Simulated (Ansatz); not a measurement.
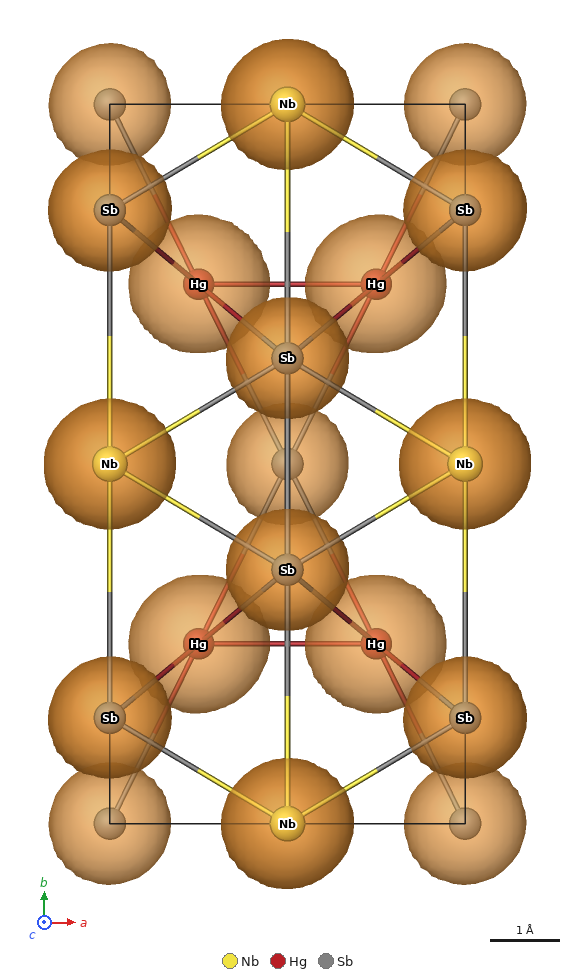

*NbHg2Sb3. Isosurface of the valence electron density at 0.8 e/Å³ (orange), seen along the c axis. Sticks mark near contacts.*

Space group Cmmm; a structure from a database of computed crystals, not necessarily the ambient phase; started from the CeAl2Cu3-65 prototype, which need not be the ambient phase.

Theory: DFT, PBEsol, plane waves, PAW in Ansatz 0.2.0.

```
Nb Hg Sb
1.0
     5.16677    0.00000    0.00000
     0.00000   10.45880    0.00000
     0.00000    0.00000    5.75948
Nb Hg Sb
2 4 6
Direct
  0.00000 0.50000 0.00000
  0.50000 0.00000 0.00000
  0.25000 0.25000 0.50000
  0.75000 0.75000 0.50000
  0.25000 0.75000 0.50000
  0.75000 0.25000 0.50000
  0.00000 0.85295 0.00000
  0.50000 0.35295 0.00000
  0.00000 0.14705 0.00000
  0.50000 0.64705 0.00000
  0.00000 0.00000 0.50000
  0.50000 0.50000 0.50000
```

What does this surface tell about the bonding?

Answer. At this value the density breaks into separate islands; it holds about 70 % of the electrons treated as valence (semicore included). It bridges none of the near contacts. It is pinched off along the shortest Hg–Hg (2.58 Å), Hg–Sb (2.92 Å), Nb–Sb (3.01 Å) and Sb–Sb (3.08 Å) contacts. On the grid the lowest density along these lines, outside the cores, is 0.5 e/Å³ (Hg–Hg, 2.58 Å), 0.28 e/Å³ (Hg–Sb, 2.92 Å), 0.28 e/Å³ (Nb–Sb, 3.01 Å) and 0.23 e/Å³ (Sb–Sb, 3.08 Å).
